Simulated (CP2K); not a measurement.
# PH (SMILES [PH]): a chain of runs

We compute energy and gradient (U-r2SCAN/SZV-GTH), then energy and gradient (U-r2SCAN/DZVP-GTH), then energy and gradient (U-r2SCAN/TZVP-GTH), then energy and gradient (U-r2SCAN/TZV2P-GTH), then energy and forces (U-r2SCAN/QZV2P-GTH), then energy and forces (U-r2SCAN/QZV3P-GTH) of PH. 

Program for the calculation: CP2K 2026.2.

## Step 1: The system as given

The species is PH (2 atoms), meant as a triplet with charge 0. As SMILES, `[PH]`. The coordinates come from a GFN2-xTB relaxation.

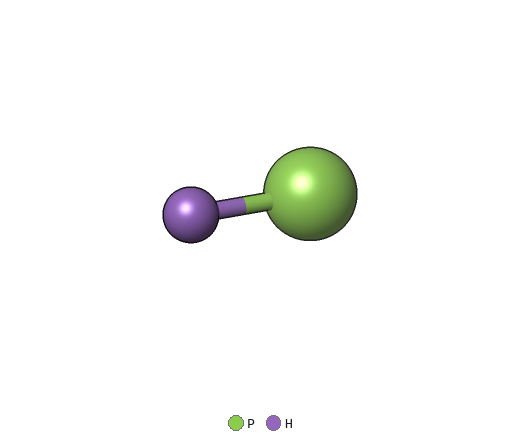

The structure, seen from a chosen angle (phosphorus green, hydrogen purple).

## Step 2: Energy and gradient at U-r2SCAN/SZV-GTH (core potential) (run 1)

molecule.inp

```
&FORCE_EVAL
   METHOD QUICKSTEP
   &DFT
      BASIS_SET_FILE_NAME GTH_BASIS_SETS
      POTENTIAL_FILE_NAME POTENTIAL_UZH
      CHARGE 0
      MULTIPLICITY 3
      UNRESTRICTED_KOHN_SHAM T
      &QS
         METHOD GPW
         EPS_DEFAULT 1.0E-10
      &END QS
      &MGRID
         CUTOFF 500
         REL_CUTOFF 50
         NGRIDS 4
      &END MGRID
      &POISSON
         PERIODIC NONE
         POISSON_SOLVER MULTIPOLE
      &END POISSON
      &SCF
         SCF_GUESS ATOMIC
         EPS_SCF 1.0E-06
         MAX_SCF 50
         &OT ON
            MINIMIZER CG
            PRECONDITIONER FULL_ALL
         &END OT
         &OUTER_SCF
            EPS_SCF 1.0E-06
            MAX_SCF 10
         &END OUTER_SCF
      &END SCF
      &XC
         &XC_FUNCTIONAL
            &MGGA_X_R2SCAN
            &END MGGA_X_R2SCAN
            &MGGA_C_R2SCAN
            &END MGGA_C_R2SCAN
         &END XC_FUNCTIONAL
      &END XC
      &PRINT
         &MOMENTS
            PERIODIC F
            REFERENCE COM
            MAX_MOMENT 1
         &END MOMENTS
         &MO_CUBES
            NLUMO 3
            NHOMO -1
            WRITE_CUBE F
         &END MO_CUBES
         &HIRSHFELD OFF
         &END HIRSHFELD
      &END PRINT
   &END DFT
   &SUBSYS
      &CELL
         ABC [angstrom] 8.2 8.2 9.6
         PERIODIC NONE
      &END CELL
      &COORD
         UNIT bohr
         P      0.0000000     0.0000000     0.0000000
         H      0.0000000     0.0000000     2.6438591
      &END COORD
      &TOPOLOGY
         &CENTER_COORDINATES
         &END CENTER_COORDINATES
      &END TOPOLOGY
      &KIND P
         BASIS_SET SZV-GTH-q5
         POTENTIAL GTH-SCAN-q5
      &END KIND
      &KIND H
         BASIS_SET SZV-GTH-q1
         POTENTIAL GTH-SCAN-q1
      &END KIND
   &END SUBSYS
   &PRINT
      &FORCES ON
      &END FORCES
   &END PRINT
&END FORCE_EVAL

&GLOBAL
   PROJECT_NAME molecule
   RUN_TYPE ENERGY_FORCE
   PRINT_LEVEL MEDIUM
&END GLOBAL
```

Run with:

```sh
OMP_NUM_THREADS=2 cp2k.psmp molecule.inp > molecule.out
```

Standard output:

```text
CP2K| version string:                                       CP2K version 2026.2
[...]
 GLOBAL| Method name                                                        CP2K
[...]
 GLOBAL| Run type                                                   ENERGY_FORCE
[...]
 DFT| Spin unrestricted (spin-polarized) Kohn-Sham calculation               UKS
 DFT| Multiplicity                                                             3
[...]
 DFT| Charge                                                                   0
[...]
 FUNCTIONAL| MGGA_X_R2SCAN:
[...]
 FUNCTIONAL| MGGA_C_R2SCAN:
[...]
 QS| Method:                                                                 GPW
[...]
 QS| Density cutoff [a.u.]:                                                250.0
[...]
 QS| Relative density cutoff [a.u.]:                                        25.0
[...]
                             - Atoms:                                          2
[...]
                             - Spherical basis functions:                      5
[...]
 Number of electrons:                                                          4
[...]
     1 OT CG       0.15E+00    1.8     0.08877799        -6.9305813026 -6.93E+00
[...]
    11 OT CG       0.48E+00    2.2     0.00000023        -7.0301114336 -1.69E-11
  *** SCF run converged in    11 steps ***
[...]
  Overlap energy of the core charge distribution:               0.00000005346862
  Self energy of the core charge distribution:                -17.73449081334153
  Core Hamiltonian energy:                                      3.75903777769469
  Hartree energy:                                               8.82544479889337
  Exchange-correlation energy:                                 -1.88010325035242
  Total energy:                                                -7.03011143363728
[...]
  Dipole moment [Debye]
    X=  0.7358658E-06 Y=  0.8781572E-06 Z=  0.5794379E+00  Total=      0.5794379
[...]
 HOMO - LUMO gap [eV] :    4.340816
[...]
 ENERGY| Total FORCE_EVAL ( QS ) energy [hartree]             -7.030111433637424
 FORCES| Atomic forces [hartree/bohr]
 FORCES|   Atom     x               y               z               |f|
 FORCES|      1 -2.34270729E-08 -1.81639078E-08 -9.25262772E-02   9.25262772E-02
 FORCES|      2  2.29521644E-08  1.76912212E-08  9.25058520E-02   9.25058520E-02
 FORCES| Sum    -4.74908491E-10 -4.72686619E-10 -2.04251703E-05
 FORCES| Total atomic force                                       2.04251704E-05
[...]
```

Wall time 39 s (2 threads of Arm Neoverse V2, shared host); peak memory 1.2 GiB.

## Step 3: Energy and forces at U-r2SCAN/DZVP-GTH (core potential) (run 2)

qs.inp

```
&GLOBAL
 PROJECT_NAME qs
 RUN_TYPE ENERGY_FORCE
 PRINT_LEVEL MEDIUM
&END GLOBAL
&FORCE_EVAL
 METHOD QUICKSTEP
 &DFT
  BASIS_SET_FILE_NAME GTH_BASIS_SETS
  POTENTIAL_FILE_NAME POTENTIAL_UZH
  MULTIPLICITY 3
  UNRESTRICTED_KOHN_SHAM T
  &QS
   METHOD GPW
   EPS_DEFAULT 1.0E-10
  &END QS
  &MGRID
   CUTOFF 500
   REL_CUTOFF 50
   NGRIDS 4
  &END MGRID
  &POISSON
   PERIODIC NONE
   POISSON_SOLVER MULTIPOLE
  &END POISSON
  &SCF
   SCF_GUESS ATOMIC
   EPS_SCF 1.0E-06
   MAX_SCF 50
   &OT
    MINIMIZER CG
    PRECONDITIONER FULL_ALL
   &END OT
   &OUTER_SCF
    EPS_SCF 1.0E-06
    MAX_SCF 10
   &END OUTER_SCF
  &END SCF
  &XC
   &XC_FUNCTIONAL
    &MGGA_X_R2SCAN
    &END MGGA_X_R2SCAN
    &MGGA_C_R2SCAN
    &END MGGA_C_R2SCAN
   &END XC_FUNCTIONAL
  &END XC
  &PRINT
   &MOMENTS
    PERIODIC F
    REFERENCE COM
    MAX_MOMENT 1
   &END MOMENTS
   &MO_CUBES
    NLUMO 3
    NHOMO -1
    WRITE_CUBE F
   &END MO_CUBES
   &HIRSHFELD OFF
   &END HIRSHFELD
  &END PRINT
 &END DFT
 &SUBSYS
  &CELL
   ABC 8.2 8.2 9.6
   PERIODIC NONE
  &END CELL
  &COORD
   UNIT bohr
   P      0.0000000     0.0000000     0.0000000
   H      0.0000000     0.0000000     2.6438591
  &END COORD
  &TOPOLOGY
   &CENTER_COORDINATES
   &END CENTER_COORDINATES
  &END TOPOLOGY
  &KIND P
   BASIS_SET DZVP-GTH-q5
   POTENTIAL GTH-SCAN-q5
  &END KIND
  &KIND H
   BASIS_SET DZVP-GTH-q1
   POTENTIAL GTH-SCAN-q1
  &END KIND
 &END SUBSYS
 &PRINT
  &FORCES ON
  &END FORCES
 &END PRINT
&END FORCE_EVAL
```

Run with:

```sh
OMP_NUM_THREADS=2 cp2k.psmp -i qs.inp -o qs.out
```

Standard output:

```text
CP2K| version string:                                       CP2K version 2026.2
[...]
 GLOBAL| Method name                                                        CP2K
[...]
 GLOBAL| Run type                                                   ENERGY_FORCE
[...]
 DFT| Spin unrestricted (spin-polarized) Kohn-Sham calculation               UKS
 DFT| Multiplicity                                                             3
[...]
 DFT| Charge                                                                   0
[...]
 FUNCTIONAL| MGGA_X_R2SCAN:
[...]
 FUNCTIONAL| MGGA_C_R2SCAN:
[...]
 QS| Method:                                                                 GPW
[...]
 QS| Density cutoff [a.u.]:                                                250.0
[...]
 QS| Relative density cutoff [a.u.]:                                        25.0
[...]
                             - Atoms:                                          2
[...]
                             - Spherical basis functions:                     18
[...]
 Number of electrons:                                                          4
[...]
     1 OT CG       0.15E+00    1.8     0.09432152        -6.6404193572 -6.64E+00
[...]
    19 OT CG       0.41E+00    2.1     0.00000053        -7.0781986455 -3.40E-11
  *** SCF run converged in    19 steps ***
[...]
  Overlap energy of the core charge distribution:               0.00000005346862
  Self energy of the core charge distribution:                -17.73449081334153
  Core Hamiltonian energy:                                      3.99341351202788
  Hartree energy:                                               8.62365119486764
  Exchange-correlation energy:                                 -1.96077259249693
  Total energy:                                                -7.07819864547432
[...]
  Dipole moment [Debye]
    X= -0.1315884E-05 Y=  0.1487075E-05 Z=  0.9167202E+00  Total=      0.9167202
[...]
 HOMO - LUMO gap [eV] :    4.709205
[...]
 ENERGY| Total FORCE_EVAL ( QS ) energy [hartree]             -7.078198645478592
 FORCES| Atomic forces [hartree/bohr]
 FORCES|   Atom     x               y               z               |f|
 FORCES|      1  2.17338472E-08 -1.45386038E-07 -1.73157398E-02   1.73157398E-02
 FORCES|      2 -2.21889891E-08  1.44997379E-07  1.72937871E-02   1.72937871E-02
 FORCES| Sum    -4.55141955E-10 -3.88659787E-10 -2.19526654E-05
 FORCES| Total atomic force                                       2.19526654E-05
[...]
```

Run time: 68 s. Hardware: 2 threads of Arm Neoverse V2, shared host; peak memory 1.2 GiB.

Runs 3 to 5 aren't shown in full; the table further down has their settings and results.

## Step 4: Energy and gradient at U-r2SCAN/QZV3P-GTH (core potential) (run 6)

run.inp

```
&GLOBAL
   PROJECT run
   RUN_TYPE ENERGY_FORCE
   PRINT_LEVEL MEDIUM
&END GLOBAL

&FORCE_EVAL
   METHOD QUICKSTEP
   &DFT
      BASIS_SET_FILE_NAME GTH_BASIS_SETS
      POTENTIAL_FILE_NAME POTENTIAL_UZH
      CHARGE 0
      MULTIPLICITY 3
      SPIN_POLARIZED T
      # Quickstep
      &QS
         METHOD GPW
         EPS_DEFAULT 1.0E-10
      &END QS
      &MGRID
         CUTOFF 500
         REL_CUTOFF 50
         NGRIDS 4
      &END MGRID
      &POISSON
         PERIODIC NONE
         POISSON_SOLVER MULTIPOLE
      &END POISSON
      # self-consistent field
      &SCF
         SCF_GUESS ATOMIC
         EPS_SCF 1.0E-06
         MAX_SCF 50
         &OT ON
            MINIMIZER CG
            PRECONDITIONER FULL_ALL
         &END OT
         &OUTER_SCF
            EPS_SCF 1.0E-06
            MAX_SCF 10
         &END OUTER_SCF
      &END SCF
      # functional
      &XC
         &XC_FUNCTIONAL
            &MGGA_X_R2SCAN
            &END MGGA_X_R2SCAN
            &MGGA_C_R2SCAN
            &END MGGA_C_R2SCAN
         &END XC_FUNCTIONAL
      &END XC
      &PRINT
         &MOMENTS
            PERIODIC F
            REFERENCE COM
            MAX_MOMENT 1
         &END MOMENTS
         &MO_CUBES
            NLUMO 3
            NHOMO -1
            WRITE_CUBE F
         &END MO_CUBES
         &HIRSHFELD OFF
         &END HIRSHFELD
      &END PRINT
   &END DFT
   # atoms, cell and kinds
   &SUBSYS
      &CELL
         ABC [angstrom] 8.2 8.2 9.6
         PERIODIC NONE
      &END CELL
      &COORD
         UNIT bohr
         P      0.0000000     0.0000000     0.0000000
         H      0.0000000     0.0000000     2.6438591
      &END COORD
      &TOPOLOGY
         &CENTER_COORDINATES
         &END CENTER_COORDINATES
      &END TOPOLOGY
      &KIND P
         BASIS_SET QZV3P-GTH-q5
         POTENTIAL GTH-SCAN-q5
      &END KIND
      &KIND H
         BASIS_SET QZV3P-GTH-q1
         POTENTIAL GTH-SCAN-q1
      &END KIND
   &END SUBSYS
   # extra output
   &PRINT
      &FORCES ON
      &END FORCES
   &END PRINT
&END FORCE_EVAL
```

Run with:

```sh
OMP_NUM_THREADS=2 cp2k.psmp -i run.inp -o run.out
```

Standard output:

```text
CP2K| version string:                                       CP2K version 2026.2
[...]
 GLOBAL| Method name                                                        CP2K
[...]
 GLOBAL| Run type                                                   ENERGY_FORCE
[...]
 DFT| Spin unrestricted (spin-polarized) Kohn-Sham calculation               UKS
 DFT| Multiplicity                                                             3
[...]
 DFT| Charge                                                                   0
[...]
 FUNCTIONAL| MGGA_X_R2SCAN:
[...]
 FUNCTIONAL| MGGA_C_R2SCAN:
[...]
 QS| Method:                                                                 GPW
[...]
 QS| Density cutoff [a.u.]:                                                250.0
[...]
 QS| Relative density cutoff [a.u.]:                                        25.0
[...]
                             - Atoms:                                          2
[...]
                             - Spherical basis functions:                     44
[...]
 Number of electrons:                                                          4
[...]
     1 OT CG       0.15E+00    1.9     0.05246052        -6.8857572203 -6.89E+00
[...]
    15 OT CG       0.25E+00    2.2     0.00000055        -7.0850162929 -1.04E-10
  *** SCF run converged in    15 steps ***
[...]
  Overlap energy of the core charge distribution:               0.00000005346862
  Self energy of the core charge distribution:                -17.73449081334153
  Core Hamiltonian energy:                                      3.97076659883642
  Hartree energy:                                               8.64134109908215
  Exchange-correlation energy:                                 -1.96263323092036
  Total energy:                                                -7.08501629287471
[...]
  Dipole moment [Debye]
    X= -0.1024319E-05 Y= -0.6611896E-06 Z=  0.5582648E+00  Total=      0.5582648
[...]
 WARNING : did not converge in ot_eigensolver
 number of iterations          299  exceeded maximum
 current gradient / target gradient   4.1590109550742688E-004  /    1.0000000000000001E-005
[...]
 HOMO - LUMO gap [eV] :    4.788738
[...]
 ENERGY| Total FORCE_EVAL ( QS ) energy [hartree]             -7.085016292889502
 FORCES| Atomic forces [hartree/bohr]
 FORCES|   Atom     x               y               z               |f|
 FORCES|      1 -1.79910943E-08  2.08625613E-08 -9.44136139E-03   9.44136139E-03
 FORCES|      2  1.76278238E-08 -2.13497814E-08  9.37168541E-03   9.37168541E-03
 FORCES| Sum    -3.63270515E-10 -4.87220095E-10 -6.96759844E-05
 FORCES| Total atomic force                                       6.96759844E-05
[...]
```

It took 56 s on 2 threads of Arm Neoverse V2, shared host; peak memory 1.2 GiB.

## Step 5: All runs side by side

```
run                                level  energy (Eh)  dipole moment (D)  HOMO energy (eV)  LUMO energy (eV)  wall time
  1    U-r2SCAN/SZV-GTH (core potential)    -7.030111               0.58             -7.32             -4.20       39 s
  2   U-r2SCAN/DZVP-GTH (core potential)    -7.078199               0.92             -6.52             -3.25       68 s
  3   U-r2SCAN/TZVP-GTH (core potential)    -7.080908               0.79             -6.54             -3.26       61 s
  4  U-r2SCAN/TZV2P-GTH (core potential)    -7.083569               0.65             -6.55             -3.26       54 s
  5  U-r2SCAN/QZV2P-GTH (core potential)    -7.084319               0.60             -6.56             -3.27       45 s
  6  U-r2SCAN/QZV3P-GTH (core potential)    -7.085016               0.56             -6.57             -3.26       56 s
```

Convergence of the total energy of triplet PH with the basis set, against the last point:

```
basis set  from the last (mEh)  wall time
  SZV-GTH              +54.905       39 s
 DZVP-GTH               +6.818       68 s
 TZVP-GTH               +4.108       61 s
TZV2P-GTH               +1.447       54 s
QZV2P-GTH               +0.697       45 s
QZV3P-GTH               +0.000       56 s
```

Convergence of the HOMO energy (highest over α and β) of triplet PH with the basis set, against the last point:

| basis set | from the last (eV) | wall time |
| --- | --- | --- |
| SZV-GTH | -0.7504 | 39 s |
| DZVP-GTH | +0.0499 | 68 s |
| TZVP-GTH | +0.0241 | 61 s |
| TZV2P-GTH | +0.0150 | 54 s |
| QZV2P-GTH | +0.0013 | 45 s |
| QZV3P-GTH | +0.0000 | 56 s |

## Step 6: Results

| quantity | value |
| --- | --- |
| run 6, U-r2SCAN/QZV3P-GTH: total energy | -7.08502 Eh |
| run 6, U-r2SCAN/QZV3P-GTH: dipole moment | 0.56 D |
| run 6, U-r2SCAN/QZV3P-GTH: HOMO energy (highest over α and β) | -6.57 eV |
| run 6, U-r2SCAN/QZV3P-GTH: LUMO energy (lowest over α and β) | -3.26 eV |
| run 6, U-r2SCAN/QZV3P-GTH: ⟨S²⟩ | 2.015 |
| run 6, U-r2SCAN/QZV3P-GTH: largest force on an atom | 0.485 eV/Å |

**Reading.** For the total energy of triplet PH to stay within 10 mEh of the last point, DZVP-GTH is the first point of the series from which all later ones do (68 s against 56 s). For the total energy of triplet PH to stay within 2 mEh of the last point, TZV2P-GTH is the first point of the series from which all later ones do (54 s against 56 s). For the HOMO energy (highest over α and β) of triplet PH to stay within 0.1 eV of the last point, DZVP-GTH is the first point of the series from which all later ones do (68 s against 56 s). The dipole moment (its size) runs from 0.56 D (U-r2SCAN/QZV3P-GTH) to 0.92 D (U-r2SCAN/DZVP-GTH). In run 1 the basis is minimal, so the values are rough. All runs together took 5.4 min, the longest 68 s.
